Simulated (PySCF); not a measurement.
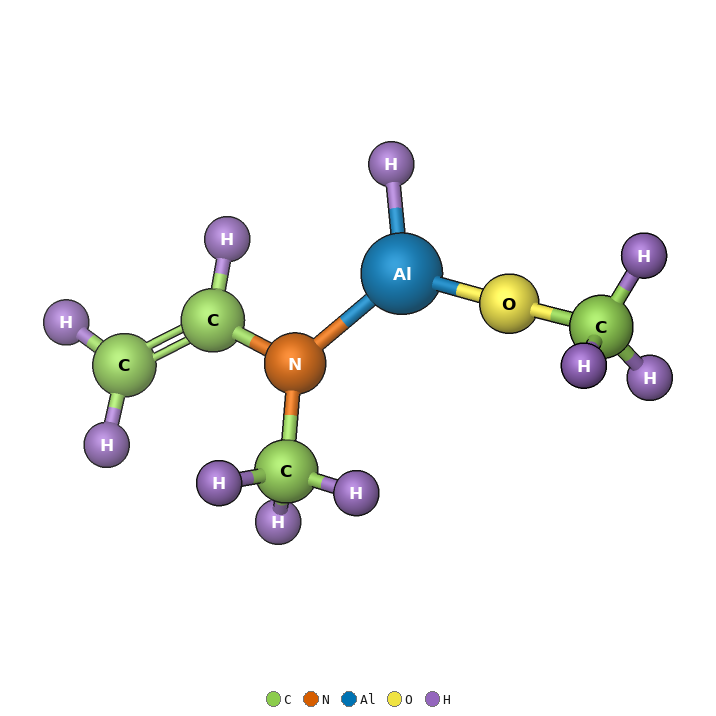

Computed geometry: GFN2-xTB optimisation. No frequency run is at hand to confirm it as a minimum. Method: B3LYP/def2-SVPD, gas phase (PySCF 2.14.0). Excitations: vertical, linear response.

Predict the main results.

The species is C₄H₁₀AlNO (`C=C[N](C)[AlH][O]C`).
- dipole moment: 2.29 D
- HOMO energy (Kohn–Sham orbital): −5.63 eV
- LUMO energy (Kohn–Sham orbital): −0.39 eV
- HOMO–LUMO gap: 5.24 eV
- mean static polarisability: 91.3 bohr³
- lowest vertical singlet excitation: 4.54 eV
- its oscillator strength: 0.002
- brightest of the 8 lowest singlets: 6.29 eV
- its oscillator strength: 0.38

The geometry is semi-empirical. Around Al such bond lengths and angles can be off by a tenth of an ångström or more and by several degrees, and values that hang on the shape move with them.
